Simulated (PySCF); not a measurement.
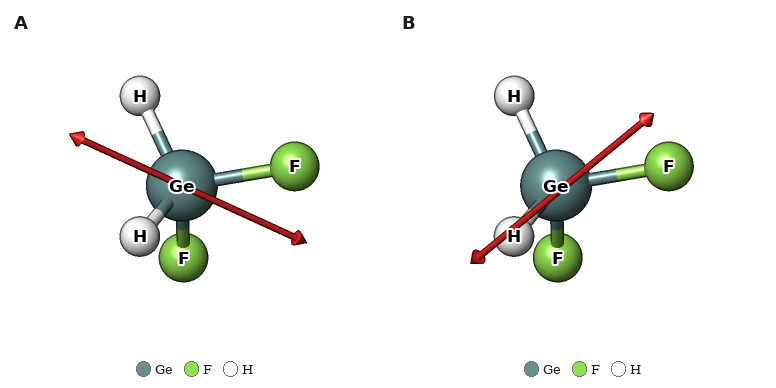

The double arrows show the directions of two transition dipoles from the ground state (lengths mean nothing). Computed geometry: PBE0-D3(BJ)/def2-SVP optimisation. No frequency run is at hand to confirm it as a minimum. Properties computed with TDDFT CAM-B3LYP/def2-SVPD, vertical, gas phase, core orbitals frozen in the response (PySCF 2.14.0).

One belongs to singlet state 6 and one to singlet state 9. Which is which?

A: state 6, 10.14 eV (122 nm), oscillator strength 0.10, mainly HOMO−1 → LUMO+1 (weight 0.75).
B: state 9, 10.60 eV (117 nm), oscillator strength 0.17, of mixed character, with the largest part HOMO−1 → LUMO (weight 0.45).
